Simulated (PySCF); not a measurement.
**C5H7N: electronic excitations and core binding energies**

Aim: predict the electronic excitations and core binding energies of C5H7N (`[H]/N=C(\C)CC#C`).

The runs use PySCF 2.14.0, with density-fitted response routines of our own; the level of theory stands in each step. All values are computed, except where a source is named. Atoms are numbered from 0 throughout.

## Step 1: The starting structure

13 atoms, charge 0, multiplicity 1; geometry from: GFN2-xTB.

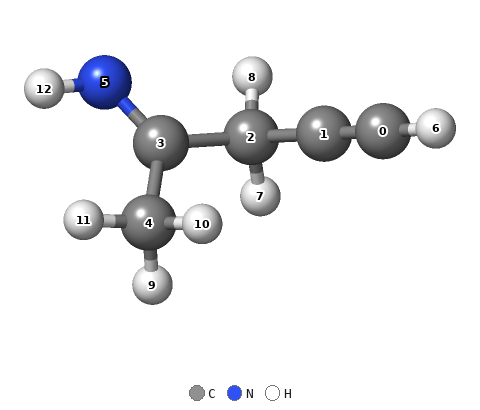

The starting geometry (carbon grey, nitrogen blue, hydrogen white), atoms numbered.

## Step 2: TDDFT and polarisability: PBE0/def2-SVPD

What the job is given:

```
{"job": {"kind": "uv", "xc": "PBE0", "basis": "def2-SVPD", "nstates": 8, "ntriplets": 3}, "charge": 0, "multiplicity": 1}
C      2.369167    -0.966803    -0.644944
C      1.602286    -0.078265    -0.412375
C      0.651992     0.976205    -0.121878
C     -0.597690     0.427587     0.524998
C     -1.341254    -0.603980    -0.274150
N     -0.910776     0.880414     1.653941
H      3.056487    -1.732250    -0.849059
H      0.382295     1.478355    -1.056698
H      1.105274     1.703624     0.554609
H     -1.700955    -0.161576    -1.202761
H     -0.669632    -1.421288    -0.532338
H     -2.190444    -0.996194     0.282822
H     -1.761139     0.494658     2.060105
```

Level: TDDFT PBE0/def2-SVPD, vertical, gas phase, core orbitals frozen in the response.

Started as:

```sh
OMP_NUM_THREADS=1 python probes_run.py task.json out
```

One launch serves the whole session: the jobs run in the order shown.

The program printed:

```text
coarse grid: 10832 points
cycle   1  E = -248.8438068125  dE =  7.146e-01  |g| = 4.804e-01  |ddm| = 8.222e+00
cycle   2  E = -248.8008764446  dE =  4.293e-02  |g| = 6.648e-01  |ddm| = 3.553e+00
cycle   3  E = -248.8972204964  dE = -9.634e-02  |g| = 1.547e-01  |ddm| = 2.290e+00
cycle   4  E = -248.9027895376  dE = -5.569e-03  |g| = 3.777e-02  |ddm| = 2.848e-01
cycle   5  E = -248.9030087277  dE = -2.192e-04  |g| = 2.408e-02  |ddm| = 8.601e-02
cycle   6  E = -248.9031477616  dE = -1.390e-04  |g| = 3.792e-03  |ddm| = 4.160e-02
cycle   7  E = -248.9031513909  dE = -3.629e-06  |g| = 7.836e-04  |ddm| = 1.051e-02
final grid: 104640 points
cycle   8  E = -248.9375192930  dE = -3.326e-05  |g| = 6.546e-03  |ddm| = 1.168e-01
cycle   9  E = -248.9375188326  dE =  4.604e-07  |g| = 6.801e-03  |ddm| = 3.962e-02
cycle  10  E = -248.9375305770  dE = -1.174e-05  |g| = 9.742e-04  |ddm| = 1.937e-02
cycle  11  E = -248.9375307965  dE = -2.195e-07  |g| = 3.065e-04  |ddm| = 2.050e-03
cycle  12  E = -248.9375308171  dE = -2.061e-08  |g| = 1.173e-04  |ddm| = 6.044e-04
cycle  13  E = -248.9375308201  dE = -2.993e-09  |g| = 4.315e-05  |ddm| = 3.205e-04
cycle  14  E = -248.9375308205  dE = -4.178e-10  |g| = 1.134e-05  |ddm| = 1.111e-04
converged SCF energy = -248.9375308205

Static polarisability (au): isotropic 65.023, principal 53.267 59.095 82.708

Singlet excitations
state   eV       nm        f      main configurations
  1   5.3299    232.6   0.00559   H->L 0.91
  2   6.3909    194.0   0.00113   H-1->L 0.79, H-1->L+3 0.12
  3   6.6718    185.8   0.01288   H-2->L 0.68, H-1->L+2 0.11
  4   6.7889    182.6   0.00500   H->L+1 0.64, H-2->L+2 0.13, H->L+2 0.12
  5   6.9600    178.1   0.01840   H->L+2 0.37, H->L+1 0.30, H-2->L+2 0.17
  6   7.2058    172.1   0.00274   H->L+3 0.38, H-1->L+2 0.18, H-2->L 0.17
  7   7.3248    169.3   0.00358   H-1->L+3 0.73, H-1->L 0.12
  8   7.4982    165.4   0.02592   H-1->L+1 0.76, H->L+3 0.10

Triplet excitations (Tamm-Dancoff, eV): 4.5217 5.2449 5.4077
```

Run time: 21 s. Hardware: 1 thread of Arm Neoverse V2, shared host; peak memory 0.72 GiB.

Frontier orbitals and where they lie:

```
orbital     eV                      atoms
 HOMO−3  -8.95   N5 47 %, C3 28 %, C4 8 %
 HOMO−2  -8.23  C1 33 %, C0 33 %, N5 15 %
 HOMO−1  -7.95   C0 42 %, C1 39 %, C2 8 %
   HOMO  -7.37   N5 48 %, C3 10 %, C0 9 %
   LUMO  -0.16   C3 31 %, N5 31 %, C2 6 %
 LUMO+1   0.61  C4 21 %, C0 12 %, C3 10 %
 LUMO+2   1.13  C0 30 %, C1 27 %, H6 11 %
```

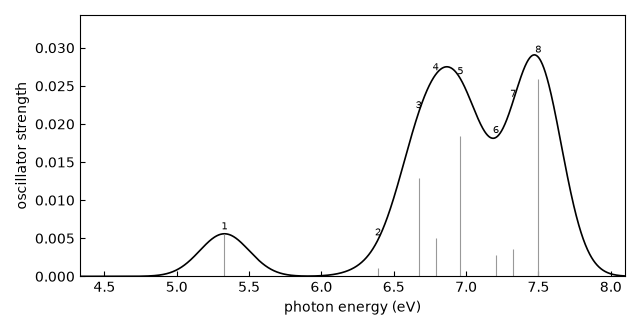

Absorption spectrum from the 8 singlet states computed; above the last one it falls off for lack of states. Lines are broadened to a width of 0.40 eV (Gaussian).

Ground-state properties from the same run:

```
           property  computed
  dipole moment (D)      2.14
polarisability (Å³)      9.64
 HOMO–LUMO gap (eV)      7.21
      −ε(HOMO) (eV)      7.37
```

## Step 3: Core-electron binding energies: SCAN, X2C

Same as in step 2 but for these lines:

```diff
@@ -1,2 +1,2 @@
-{"job": {"kind": "uv", "xc": "PBE0", "basis": "def2-SVPD", "nstates": 8, "ntriplets": 3}, "charge": 0, "multiplicity": 1}
+{"job": {"kind": "xps"}, "charge": 0, "multiplicity": 1}
 C      2.369167    -0.966803    -0.644944
```

Level: delta-SCF UKS SCAN, pcX-2 on the ionised atom, pcseg-1 elsewhere, spin-free X2C.

The program printed:

```text
ground state, core basis on atom 0 (C), 150 functions
  cycle   1  E = -249.26335149  |g| = 5.92e-01
  cycle   2  E = -249.18931158  |g| = 8.01e-01
  cycle   3  E = -249.33583122  |g| = 2.52e-01
  cycle   4  E = -249.35116033  |g| = 4.18e-02
  cycle   5  E = -249.35121887  |g| = 4.05e-02
  cycle   6  E = -249.35162437  |g| = 7.00e-03
  cycle   7  E = -249.35163482  |g| = 2.30e-03
  cycle   8  E = -249.35163674  |g| = 7.05e-04
  cycle   9  E = -249.35163654  |g| = 1.45e-04
  E(ground) = -249.36391431 Eh
hole in C 1s of atom 0
  cycle   1  E = -238.11672013  |g| = 1.50e+00
  cycle   2  E = -234.12738130  |g| = 2.71e+00
  cycle   3  E = -237.97220813  |g| = 1.16e+00
  cycle   4  E = -238.51267570  |g| = 6.08e-01
  cycle   5  E = -238.62312460  |g| = 3.63e-01
  cycle   6  E = -238.68677070  |g| = 7.10e-02
  cycle   7  E = -238.68923133  |g| = 3.29e-02
  cycle   8  E = -238.68973901  |g| = 1.84e-02
  cycle   9  E = -238.69001521  |g| = 8.31e-03
  cycle  10  E = -238.69013248  |g| = 5.09e-03
  cycle  11  E = -238.69019478  |g| = 2.49e-03
  cycle  12  E = -238.69020255  |g| = 8.31e-04
  cycle  13  E = -238.69020308  |g| = 4.72e-04
  E(ion) = -238.70134541 Eh   <S^2> = 0.8214   hole on atom = 1.000   binding energy = 290.143 eV
ground state, core basis on atom 1 (C), 150 functions
  cycle   1  E = -249.35174970  |g| = 6.67e-02
  cycle   2  E = -249.34966734  |g| = 9.66e-02
  cycle   3  E = -249.35156863  |g| = 4.51e-02
  cycle   4  E = -249.35206749  |g| = 1.08e-02
  cycle   5  E = -249.35209493  |g| = 3.26e-03
  cycle   6  E = -249.35209828  |g| = 3.00e-04
  E(ground) = -249.36462265 Eh
hole in C 1s of atom 1
  cycle   1  E = -238.10251707  |g| = 1.51e+00
  cycle   2  E = -235.43082368  |g| = 2.40e+00
  cycle   3  E = -238.12369962  |g| = 1.00e+00
  cycle   4  E = -238.56115004  |g| = 4.91e-01
  cycle   5  E = -238.64200451  |g| = 2.34e-01
  cycle   6  E = -238.66651324  |g| = 5.79e-02
  cycle   7  E = -238.66846404  |g| = 2.36e-02
  cycle   8  E = -238.66877260  |g| = 1.93e-02
  cycle   9  E = -238.66912335  |g| = 8.32e-03
  cycle  10  E = -238.66931768  |g| = 4.97e-03
  cycle  11  E = -238.66938001  |g| = 2.36e-03
  cycle  12  E = -238.66938743  |g| = 9.49e-04
  cycle  13  E = -238.66938843  |g| = 4.52e-04
  E(ion) = -238.68037824 Eh   <S^2> = 0.8555   hole on atom = 1.000   binding energy = 290.733 eV
ground state, core basis on atom 2 (C), 150 functions
  cycle   1  E = -249.34754602  |g| = 6.06e-02
  cycle   2  E = -249.34694029  |g| = 5.44e-02
  cycle   3  E = -249.34690863  |g| = 5.49e-02
  cycle   4  E = -249.34767540  |g| = 1.10e-02
  cycle   5  E = -249.34770236  |g| = 8.11e-04
  cycle   6  E = -249.34770287  |g| = 4.06e-04
  E(ground) = -249.35927691 Eh
hole in C 1s of atom 2
  cycle   1  E = -238.07281034  |g| = 1.51e+00
  cycle   2  E = -237.05219090  |g| = 2.01e+00
  cycle   3  E = -238.34478450  |g| = 7.59e-01
  cycle   4  E = -238.50208335  |g| = 5.10e-01
  cycle   5  E = -238.63162405  |g| = 7.69e-02
  cycle   6  E = -238.63353237  |g| = 3.98e-02
  cycle   7  E = -238.63408169  |g| = 2.14e-02
  cycle   8  E = -238.63430834  |g| = 6.68e-03
  cycle   9  E = -238.63434398  |g| = 2.42e-03
  cycle  10  E = -238.63435677  |g| = 1.84e-03
  cycle  11  E = -238.63436735  |g| = 1.20e-03
  cycle  12  E = -238.63437478  |g| = 7.88e-04
  cycle  13  E = -238.63437941  |g| = 4.71e-04
  E(ion) = -238.64508473 Eh   <S^2> = 0.7705   hole on atom = 1.000   binding energy = 291.548 eV
ground state, core basis on atom 3 (C), 150 functions
  cycle   1  E = -249.35157044  |g| = 5.83e-02
  cycle   2  E = -249.35154812  |g| = 2.05e-02
  cycle   3  E = -249.35149887  |g| = 2.52e-02
  cycle   4  E = -249.35162570  |g| = 8.76e-03
  cycle   5  E = -249.35164522  |g| = 1.16e-03
  cycle   6  E = -249.35164578  |g| = 6.60e-04
  cycle   7  E = -249.35164547  |g| = 4.38e-05
  E(ground) = -249.36343168 Eh
hole in C 1s of atom 3
  cycle   1  E = -238.04737641  |g| = 1.51e+00
  cycle   2  E = -235.24883578  |g| = 2.53e+00
  cycle   3  E = -237.28230331  |g| = 1.49e+00
  cycle   4  E = -238.52130299  |g| = 4.69e-01
  cycle   5  E = -238.53289317  |g| = 4.23e-01
  cycle   6  E = -238.61396153  |g| = 6.35e-02
  cycle   7  E = -238.61463189  |g| = 5.63e-02
  cycle   8  E = -238.61636858  |g| = 2.01e-02
  cycle   9  E = -238.61678416  |g| = 1.01e-02
  cycle  10  E = -238.61707632  |g| = 7.24e-03
  cycle  11  E = -238.61723154  |g| = 4.83e-03
  cycle  12  E = -238.61730789  |g| = 2.31e-03
  cycle  13  E = -238.61731904  |g| = 1.09e-03
  cycle  14  E = -238.61732018  |g| = 5.63e-04
  cycle  15  E = -238.61732039  |g| = 2.87e-04
  E(ion) = -238.62748781 Eh   <S^2> = 0.8694   hole on atom = 1.000   binding energy = 292.140 eV
ground state, core basis on atom 4 (C), 150 functions
  cycle   1  E = -249.34630016  |g| = 5.83e-02
  cycle   2  E = -249.34619942  |g| = 2.84e-02
  cycle   3  E = -249.34610096  |g| = 3.49e-02
  cycle   4  E = -249.34635428  |g| = 1.15e-02
  cycle   5  E = -249.34638726  |g| = 1.77e-03
  cycle   6  E = -249.34638662  |g| = 2.45e-04
  E(ground) = -249.35797818 Eh
hole in C 1s of atom 4
  cycle   1  E = -238.09671960  |g| = 1.51e+00
  cycle   2  E = -237.15797389  |g| = 1.98e+00
  cycle   3  E = -238.45725780  |g| = 6.44e-01
  cycle   4  E = -238.52068135  |g| = 5.25e-01
  cycle   5  E = -238.64799867  |g| = 1.05e-01
  cycle   6  E = -238.64924268  |g| = 8.99e-02
  cycle   7  E = -238.65336192  |g| = 1.52e-02
  cycle   8  E = -238.65348298  |g| = 5.04e-03
  cycle   9  E = -238.65349864  |g| = 1.28e-03
  cycle  10  E = -238.65349991  |g| = 8.13e-04
  cycle  11  E = -238.65350113  |g| = 4.23e-04
  E(ion) = -238.66367105 Eh   <S^2> = 0.7667   hole on atom = 1.000   binding energy = 291.007 eV
ground state, core basis on atom 5 (N), 150 functions
  cycle   1  E = -249.35975049  |g| = 7.42e-02
  cycle   2  E = -249.35957619  |g| = 3.41e-02
  cycle   3  E = -249.35908875  |g| = 5.73e-02
  cycle   4  E = -249.35982692  |g| = 7.75e-03
  cycle   5  E = -249.35984032  |g| = 2.61e-03
  cycle   6  E = -249.35984077  |g| = 5.62e-04
  cycle   7  E = -249.35984172  |g| = 6.09e-05
  E(ground) = -249.37021019 Eh
hole in N 1s of atom 5
  cycle   1  E = -233.79022402  |g| = 1.85e+00
  cycle   2  E = -231.46651670  |g| = 2.50e+00
  cycle   3  E = -233.94932923  |g| = 9.53e-01
  cycle   4  E = -234.40542123  |g| = 4.56e-01
  cycle   5  E = -234.40890862  |g| = 4.15e-01
  cycle   6  E = -234.49343284  |g| = 1.34e-01
  cycle   7  E = -234.50171268  |g| = 2.12e-02
  cycle   8  E = -234.50193134  |g| = 6.39e-03
  cycle   9  E = -234.50195679  |g| = 2.58e-03
  cycle  10  E = -234.50196098  |g| = 1.27e-03
  cycle  11  E = -234.50196228  |g| = 3.95e-04
  E(ion) = -234.51168695 Eh   <S^2> = 0.7716   hole on atom = 1.000   binding energy = 404.321 eV
```

It took 60 s on 1 thread of Arm Neoverse V2, shared host; peak memory 0.48 GiB.

The holes in one table. −ε is the ground-state orbital energy:

```
     hole  stands for                environment          ΔSCF (eV)  −ε (eV)   ⟨S²⟩
C1s on C0          C0      carbon bonded to C, H             290.14    273.3  0.821
C1s on C1          C1       carbon bonded to 2 C  290.73 (doubtful)    273.7  0.855
C1s on C2          C2  carbon bonded to 2 C, 2 H             291.55    274.5  0.771
C1s on C3          C3    carbon bonded to 2 C, N  292.14 (doubtful)    275.2  0.869
C1s on C4          C4    carbon bonded to C, 3 H             291.01    273.8  0.767
N1s on N5          N5    nitrogen bonded to C, H             404.32    385.5  0.772
```

Doubtful: the ion did not converge, its hole moved, or its ⟨S²⟩ is well above 0.75.

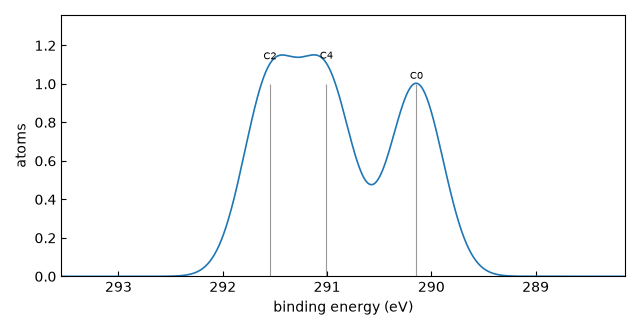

The C1s photoelectron lines, weighted by the number of atoms. Only 3 of the 5 C atoms are covered by sound results. Lines are broadened to a width of 0.60 eV (Gaussian).

## Step 4: Results

| quantity | value |
| --- | --- |
| lowest singlet (PBE0/def2-SVPD) | 5.33 eV (233 nm), f = 0.006 |
| brightest single state of those computed | state 8, 7.50 eV, f = 0.026 |
| lowest triplet | 4.52 eV |
| C1s binding energies, SCAN/pcX-2 (standing for 3 of 5 atoms) | C2 291.55, C4 291.01, C0 290.14 eV |
| N1s binding energies, SCAN/pcX-2 | N5 404.32 eV |

What this shows: The lowest singlet, at 5.33 eV, is HOMO→LUMO 0.91 and is weak; of the 8 states computed, the strongest absorption comes from state 8 at 7.50 eV (the last computed, so partners may be missing). The lowest triplet lies 0.81 eV below the lowest singlet (triplets in Tamm-Dancoff, singlets in full TDDFT). States above −ε(HOMO) lie where TDDFT describes them poorly and they hang on the basis; the brightest is among them. C2 (carbon bonded to 2 C, 2 H) binds its C1s electron 1.40 eV more tightly than C0 (carbon bonded to C, H). Only 3 of the 5 C atoms are covered by sound results.
